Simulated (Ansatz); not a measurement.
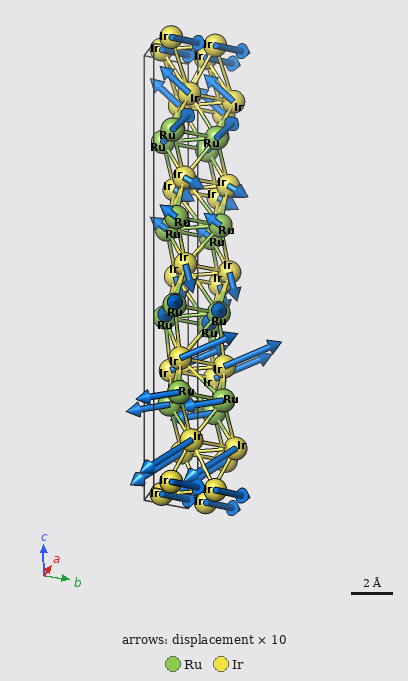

A relaxation of a crystal of Ir$_{3}$Ru$_{2}$ (a generated structure, set up in P1) (coarse preliminary run). The starting structure is drawn; blue arrows show the displacements (the part carried along by the change of the cell is left out), 10 times their true length.

A ball-and-stick model of the cell of the calculation, repeated 2 × 2 × 1 with one cell outlined, seen from a free direction.

All numbers below come from Ansatz 0.2.0, DFT PBE, scalar-relativistic, plane waves, PAW.

Input file:
```yaml
crystal:
  lattice:
    - [2.7327329704, 0.0569197336, 8.92588e-05]
    - [-1.3170725499, 2.3942913739, -0.0179414819]
    - [0.0007126677, -0.1649992694, 22.4379980879]
  atoms:
    - { symbol: Ru, position: [0.6975308914, 0.2801316867, 0.792105803] }
    - { symbol: Ru, position: [0.7130435398, 0.4256682218, 0.2035745353] }
    - { symbol: Ru, position: [0.5990608677, 0.344702014, 0.4014132119] }
    - { symbol: Ru, position: [0.6853691816, 0.3693408003, 0.5969132356] }
    - { symbol: Ir, position: [0.6905716578, 0.2475683713, -0.0005478117] }
    - { symbol: Ir, position: [0.3004092378, 0.6253039617, 0.7020029685] }
    - { symbol: Ir, position: [0.3662511096, 0.7302753722, 0.8908790557] }
    - { symbol: Ir, position: [0.3541312505, 0.78210096, 0.1121815895] }
    - { symbol: Ir, position: [0.2620770163, 0.5466466436, 0.2949341223] }
    - { symbol: Ir, position: [0.3315552475, 0.6482619684, 0.5065432902] }
basis:
  ecutwfc: 420
kpoints:
  mp_grid: { grid: [12, 12, 1] }
hamiltonian:
  xc: pbe
scf:
  occupations: { method: gaussian, width: 0.2 }
  lower_state_search: "off"
output:
  forces: true
  stress: true
  eigenvalues: true
relax:
  adjacent_minimum: "off"
  f_tol: 0.025
  max_steps: 60
  cell: { stress_tol: 0.25 }
```

Run as
```bash
ansatz run input.yaml --threads 4 --pin off --max-ram 8192MiB --backend cpu --events-out ev --progress --plain --runs-dir out
```

Which element moves most?

Iridium: up to 0.35 Å, against 0.25 Å for ruthenium.

What happened in the run?

Over 4 accepted moves (5 points after the start) the energy falls by 2.337 eV per cell of the calculation. Largest force component: 3.3 eV/Å at the start, 0.0077 eV/Å at the end. Pressure: −4.26 GPa at the start and 0.03 GPa at the end. The SCF was repeated once at an unchanged geometry on a basis and grid sized afresh for the cell, which shifted the energy by 3.7 meV per cell of the calculation at most. Ir8 moves most relative to the cell: 0.35 Å in a general direction near [1 −3 −1]. Largest moves by element: Ir 0.35 Å, Ru 0.25 Å. The volume changes by −4.2 %, with a = b 2.733 → 2.740 Å (+0.2 %), c 22.439 → 21.892 Å (−2.4 %), α 90.7° → 90.0°, γ 117.6° → 120.0°. Among the contacts that change: Ir5–Ir8 3.245 → 2.754 Å, Ru3–Ir9 3.052 → 2.689 Å, Ir5–Ir7 3.103 → 2.755 Å, Ru4–Ir6 2.991 → 2.690 Å. The space group (tolerance 0.01 Å) goes from P1 (No. 1) to P-6m2 (No. 187). The run took 4.8 min on 4 threads of Intel(R) Xeon(R) Processor @ 2.50GHz (Skylake/Cascade Lake), with other jobs on the host, peak memory 1.2 GiB.
